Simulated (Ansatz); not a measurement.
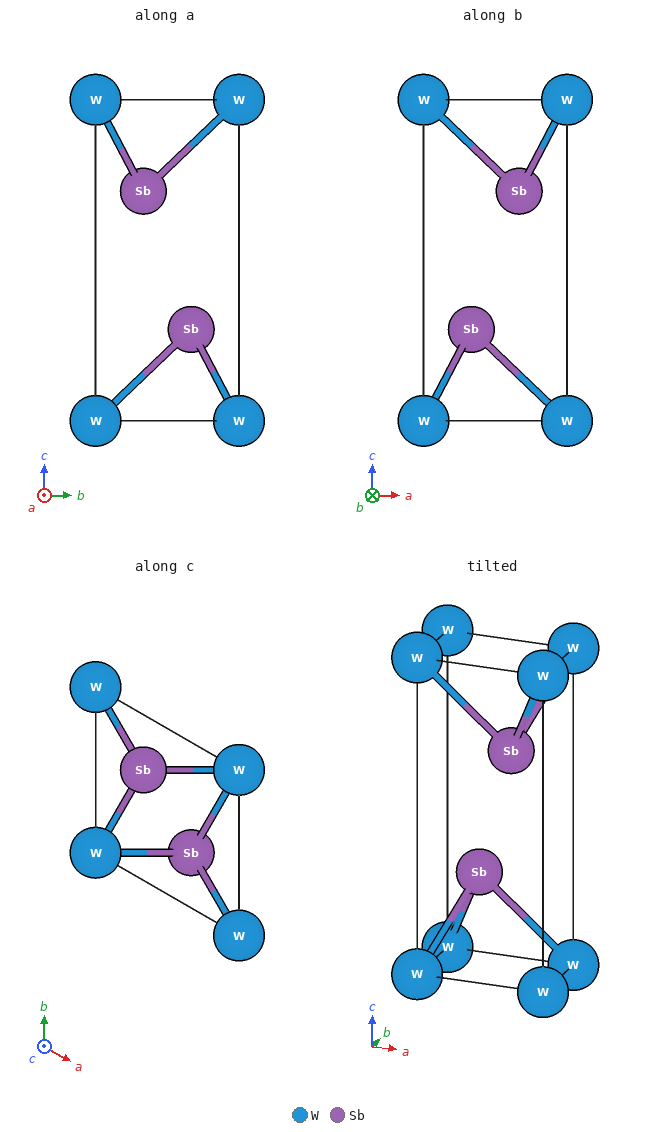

The image is a ball-and-stick drawing of a crystal, viewed along the a axis, along the b axis, along the c axis and slightly off an axis. The frame is the conventional unit cell; atoms at its boundary are shown with their periodic copies.

Lattice parameters: a = 3.465 Å, b = 3.465 Å, c = 6.717 Å, α = 90.00°, β = 90.00°, γ = 120.00°.

Q: Convert the drawing into a table of Wyckoff sites, with free fractional coordinates to two decimals.

A: Space group P-3m1 (No. 164).
```json
{"atom": "W", "site": "1a", "x": "0.00", "y": "0.00", "z": "0.00"}
{"atom": "Sb", "site": "2d", "x": "0.3333", "y": "0.6667", "z": "0.28"}
```

Origin of the cell: a structure type filled with these elements by a generator (whether the compound takes this form wasn't checked). Relaxation method: DFT PBE, scalar-relativistic, plane waves, PAW in Ansatz 0.2.0.
